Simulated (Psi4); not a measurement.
# SiH2Br2 (dibromosilane) at B3LYP/6-31G(d) (Cartesian functions)

What is the vertical singlet–triplet gap of SiH2Br2 (dibromosilane) at B3LYP/6-31G* (Cartesian functions)? 

The results are computed with Psi4 1.11.

## 1. The system as given

SiH2Br2: 5 atoms, total charge 0, spin state singlet. As SMILES, `Br[SiH2]Br`. Geometry: relaxed at PBE0-D4/def2-TZVP.

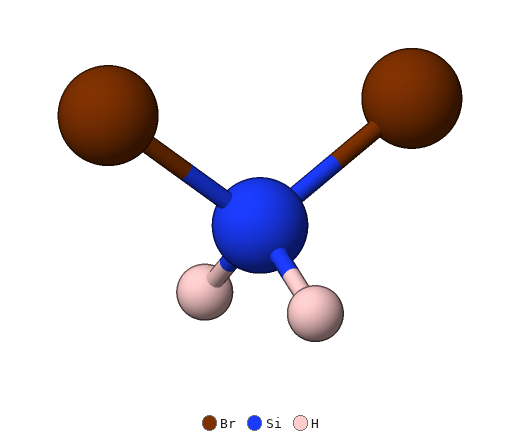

The structure, seen from a chosen angle (bromine brown, silicon blue, hydrogen pink).

## 2. Energy and gradient at B3LYP/6-31G(d) (Cartesian functions)

The input, input.inp:

```
memory 1600 MB

molecule {
  0 1
  Br    -1.672690    -1.239290     0.362310
  Si     0.158230    -0.046290     0.054680
  Br    -0.295570     1.814160    -1.042010
  H      1.103430    -0.843230    -0.751710
  H      0.706590     0.314640     1.376730
  symmetry c1
  no_reorient
  no_com
}

set {
  puream               false
  e_convergence        1e-09
  d_convergence        1e-08
  scf_type             pk
  dft_radial_points    99
  dft_spherical_points 590
}

result, w = gradient("b3lyp/6-31G*", return_wfn=True)
oeprop(w, "DIPOLE", "QUADRUPOLE", "WIBERG_LOWDIN_INDICES", title="B3LYP")
```

On the command line:

```bash
$ psi4 input.inp input.out -n 1
```

input.out:

```text
[...]
  Running in c1 symmetry.
[...]
  Nuclear repulsion =  448.279262821226382
[...]
  Multiplicity = 1
[...]
  Nalpha       = 43
  Nbeta        = 43
[...]
    Number of basis functions: 93
[...]
   @RKS iter   1: -5437.89440733325500   -2.38626e+00   2.47213e-02 ADIIS/DIIS
[...]
   @RKS iter  10: -5438.54640829742038   -2.72848e-12   2.42724e-09 DIIS
[...]
    Orbital Energies [Eh]
    ---------------------
    Doubly Occupied:
       1A   -482.870277     2A   -482.870265     3A    -66.214785
       4A    -62.529833     5A    -62.529821     6A    -56.349940
       7A    -56.349927     8A    -56.347601     9A    -56.347589
      10A    -56.347478    11A    -56.347466    12A     -8.717524
      13A     -8.717512    14A     -6.545176    15A     -6.545164
      16A     -6.536399    17A     -6.536388    18A     -6.535983
      19A     -6.535972    20A     -5.360578    21A     -3.721118
      22A     -3.719292    23A     -3.716747    24A     -2.639365
      25A     -2.639348    26A     -2.636816    27A     -2.636801
      28A     -2.636491    29A     -2.636467    30A     -2.629524
      31A     -2.629519    32A     -2.629513    33A     -2.629508
      34A     -0.808891    35A     -0.786396    36A     -0.555439
[...]
  @RKS Final Energy: -5438.54640829742038
   => Energetics <=
    Nuclear Repulsion Energy =            448.2792628212263821
    One-Electron Energy =               -8459.7469236148808704
    Two-Electron Energy =                2737.2208778848425936
    DFT Exchange-Correlation Energy =    -164.2996253886083480
    Empirical Dispersion Energy =           0.0000000000000000
    VV10 Nonlocal Energy =                  0.0000000000000000
    Total Energy =                      -5438.5464082974203848
[...]
  -Total Gradient:
     Atom            X                  Y                   Z
    ------   -----------------  -----------------  -----------------
       1        0.007208136459     0.005738974418    -0.001777919523
       2       -0.006651950796     0.001939887676    -0.002296394616
       3        0.000967821633    -0.008142336056     0.004609971885
       4       -0.000821245970     0.000360179508    -0.000046756161
       5       -0.000736556096     0.000113165973    -0.000500572521
[...]
 Multipole Moments:
 ------------------------------------------------------------------------------------
     Multipole            Electronic (a.u.)      Nuclear  (a.u.)        Total (a.u.)
 ------------------------------------------------------------------------------------
 L = 1.  Multiply by 2.5417464519 to convert [e a0] to [Debye]
 Dipole X            :        123.0719342         -122.5749308            0.4970034
 Dipole Y            :        -35.9439422           35.7985938           -0.1453484
 Dipole Z            :         42.4996289          -42.3278999            0.1717291
 Magnitude           :                                                    0.5455542
 L = 2.  Multiply by 1.3450342976 to convert [e a0^2] to [Debye ang]
 Quadrupole XX       :       -406.0812723          368.0025609          -38.0787114
 Quadrupole XY       :       -189.5971827          189.1775837           -0.4195991
[...]
```

It took 24 s on 1 thread of Intel Xeon Platinum 8259CL at 2.50GHz (Skylake/Cascade Lake), shared host; peak memory 0.83 GiB.

## 3. The triplet: the energy at UB3LYP/6-31G(d) (Cartesian functions)

The input, job.json:

```json
{
  "schema_name": "qcschema_input",
  "schema_version": 1,
  "molecule": {
    "schema_name": "qcschema_molecule",
    "schema_version": 2,
    "symbols": ["Br", "Si", "Br", "H", "H"],
    "geometry": [-3.16092599, -2.34191869, 0.68466667, 0.29901136, -0.08747542, 0.10333022, -0.55854635, 3.42826555, -1.96911352, 2.0851805, -1.59347376, -1.42052603, 1.33526158, 0.59458343, 2.60164265],
    "molecular_charge": 0,
    "molecular_multiplicity": 3,
    "fix_symmetry": "c1"
  },
  "driver": "energy",
  "model": {
    "method": "b3lyp",
    "basis": "6-31G*"
  },
  "keywords": {
    "reference": "uks",
    "puream": false,
    "e_convergence": 1e-09,
    "d_convergence": 1e-08,
    "scf_type": "pk",
    "dft_radial_points": 99,
    "dft_spherical_points": 590,
    "maxiter": 100
  }
}
```

On the command line:

```bash
$ psi4 --qcschema job.json -n 1 --memory 1600MB
```

stdout:

```text
[...]
  Running in c1 symmetry.
[...]
  Nuclear repulsion =  448.279263033294001
[...]
  Multiplicity = 3
[...]
  Nalpha       = 44
  Nbeta        = 42
[...]
    Number of basis functions: 93
[...]
   @UKS iter   1: -5437.69008835309796   -2.18195e+00   2.45223e-02 ADIIS/DIIS
[...]
   @UKS iter  15: -5438.32097582610822    6.36646e-12   9.80312e-09 DIIS
[...]
   @S^2 Observed:                2.002979106E+00
[...]
    Orbital Energies [Eh]
    ---------------------
    Alpha Occupied:
       1A   -482.886469     2A   -482.886461     3A    -66.157746
       4A    -62.545552     5A    -62.545544     6A    -56.365797
       7A    -56.365787     8A    -56.364567     9A    -56.364560
      10A    -56.362653    11A    -56.362645    12A     -8.734213
      13A     -8.734203    14A     -6.559805    15A     -6.559791
      16A     -6.557485    17A     -6.557479    18A     -6.550635
      19A     -6.550626    20A     -5.314536    21A     -3.674911
      22A     -3.671607    23A     -3.669470    24A     -2.655366
      25A     -2.655356    26A     -2.654975    27A     -2.654950
      28A     -2.649687    29A     -2.649675    30A     -2.648276
      31A     -2.648255    32A     -2.646974    33A     -2.646961
      34A     -0.825399    35A     -0.806825    36A     -0.563343
[...]
  @UKS Final Energy: -5438.32097582610822
   => Energetics <=
    Nuclear Repulsion Energy =            448.2792630332940007
    One-Electron Energy =               -8459.0871339569312113
    Two-Electron Energy =                2736.7706693537816136
    DFT Exchange-Correlation Energy =    -164.2837742562524284
    Empirical Dispersion Energy =           0.0000000000000000
    VV10 Nonlocal Energy =                  0.0000000000000000
    Total Energy =                      -5438.3209758261082243
[...]
 Multipole Moments:
 ------------------------------------------------------------------------------------
     Multipole            Electronic (a.u.)      Nuclear  (a.u.)        Total (a.u.)
 ------------------------------------------------------------------------------------
 L = 1.  Multiply by 2.5417464519 to convert [e a0] to [Debye]
 Dipole X            :         -6.1556213            6.4150283            0.2594071
 Dipole Y            :          1.7978149           -1.8737448           -0.0759298
 Dipole Z            :         -2.1256821            2.2153550            0.0896729
 Magnitude           :                                                    0.2847782
[...]
```

The result, in JSON:

```text
{
 "driver": "energy",
 "model": {
  "method": "b3lyp",
  "basis": "6-31G*"
 },
 "success": true,
 "return_result": -5438.320975826108,
 "properties": {
  "calcinfo_nbasis": 93,
  "calcinfo_nmo": 93,
  "calcinfo_nalpha": 44,
  "calcinfo_nbeta": 42,
  "calcinfo_natom": 5,
  "nuclear_repulsion_energy": 448.279263033294,
  "return_energy": -5438.320975826108,
  "scf_one_electron_energy": -8459.087133956931,
  "scf_two_electron_energy": 2736.7706693537816,
  "scf_xc_energy": -164.28377425625243,
  "scf_dipole_moment": [0.25940706738398767, -0.07592983414647847, 0.08967290162169084],
  "scf_total_energy": -5438.320975826108,
  "scf_iterations": 15
 }
}
```

It took 23 s on 1 thread of Intel Xeon Platinum 8259CL at 2.50GHz (Skylake/Cascade Lake), shared host; peak memory 0.83 GiB.

## 4. Results

At B3LYP/6-31G* (Cartesian functions):

| quantity | value |
| --- | --- |
| singlet: total energy | -5438.54641 Eh |
| singlet: dipole moment | 1.39 D |
| singlet: HOMO energy | -8.32 eV |
| singlet: LUMO energy | -0.88 eV |
| singlet: HOMO–LUMO gap | 7.44 eV |
| singlet: largest force on an atom | 0.484 eV/Å |
| triplet: total energy | -5438.32098 Eh |
| triplet: dipole moment | 0.72 D |
| triplet: HOMO energy (highest over α and β) | -2.33 eV |
| triplet: ⟨S²⟩ | 2.003 |
| vertical energy of the triplet above the singlet | 6.134 eV |

In words: At this shape the triplet lies 6.13 eV (141 kcal/mol) above the singlet. The largest force (singlet) is 0.48 eV/Å: the shape isn't a stationary point for this species at this level.
